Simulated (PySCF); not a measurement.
# CH7O2Si2 (SMILES [O]C(O)([SiH3])[SiH3]) (doublet): what the fields show

```xyz
12

C     0.1614   -0.5899   -0.1332
Si   -1.1065   -0.0060    1.2562
Si    0.6294    1.0230   -1.1585
O     1.3365   -0.9874    0.5394
O    -0.4158   -1.4350   -0.8954
H    -1.4682   -1.2278    2.0262
H    -0.4523    1.0012    2.1396
H    -2.2969    0.5829    0.5832
H     1.2898    2.0118   -0.2595
H     1.5635    0.5802   -2.2300
H    -0.6234    1.5888   -1.7304
H     1.4754   -1.9125    0.2833
```

Geometry: PBE0-D3(BJ)/def2-SVP.

Computed with UKS B3LYP, IGLO-III on C O Si, pcH-1 on H, non-relativistic, mean-field spin-orbit, GIAO in PySCF 2.14.0, density-fitted response routines.

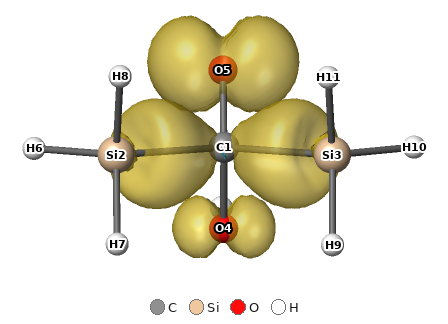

Figure 1. Isosurfaces of the spin density (α minus β) at +0.03 (yellow) and −0.03 e/Å³ (cyan), seen from one side.

Which atoms carry the spin?

Answer. The unpaired spin (1 electron) lies mostly on O5 (about 0.5), C1 (about 0.2), Si2 (about 0.1), Si3 (about 0.1) and O4 (about 0.1), in electrons by Hirshfeld's partition.

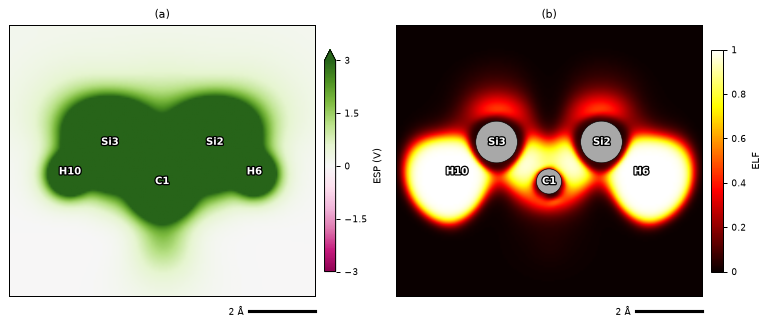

Figure 2. (a) electrostatic potential; (b) ELF on the plane of atoms Si2, C1 and Si3. Grey discs cover the atomic cores in the ELF map.

What does the map show?

Answer. The plane passes through C, Si and H nuclei. C–Si (1.97 Å): the ELF peaks at about 0.95 between the atoms; localised, covalent bonding. Si–H (1.49 Å): the ELF climbs to about 1 towards the hydrogen, as it does in any bond to H. The potential has no marked negative region in this plane.

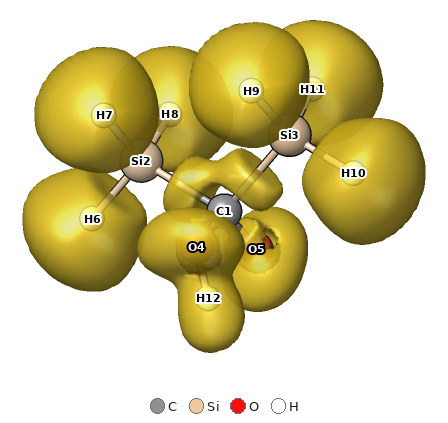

Figure 3. Isosurface of the electron localisation function at 0.75 (yellow), seen at a tilt. Only the valence region is drawn (cores and ρ < 0.01 e/Å³ removed).

Identify the bonds, lone pairs and shells in this picture.

Answer. The surface consists of six regions around hydrogen nuclei, one region on C in which the atom's valence shell and bonds are merged, one region on O in which the atom's valence shell and bonds are merged and one joined region spread over several atoms (H, O), in which their bonds and any lone pairs are merged. Profiles from the grid: C–O (1.28 Å): the ELF peaks at about 0.90 between the atoms (a polar covalent bond).
